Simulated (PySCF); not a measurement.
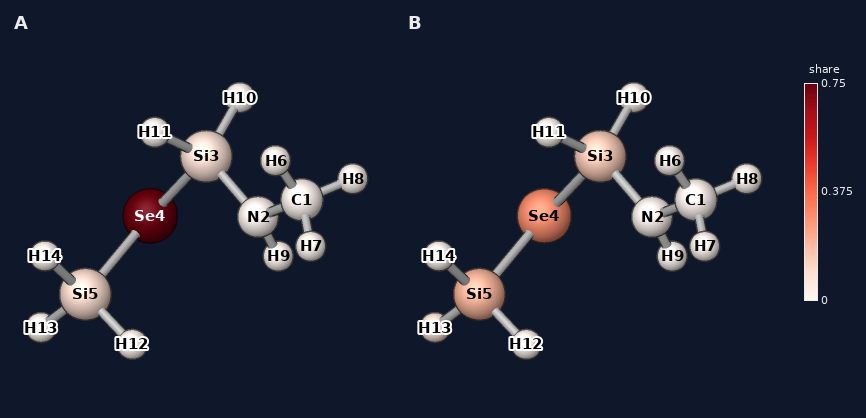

Each panel colours the atoms by their Löwdin share in one orbital (up to four of the largest shares; other atoms are shown as zero). Computed geometry: GFN2-xTB optimisation. No frequency run is at hand to confirm it as a minimum. Method: CAM-B3LYP/def2-SVPD (PySCF 2.14.0).

> The panels show the HOMO, LUMO, in some order. Which is which?

A: HOMO, −8.04 eV; Se4 0.74, Si5 0.10, Si3 0.08
B: LUMO, 0.65 eV; Se4 0.29, Si5 0.20, Si3 0.14, H13 0.07

The geometry is semi-empirical. Around Se, Si such bond lengths and angles can be off by a tenth of an ångström or more and by several degrees, and values that hang on the shape move with them.
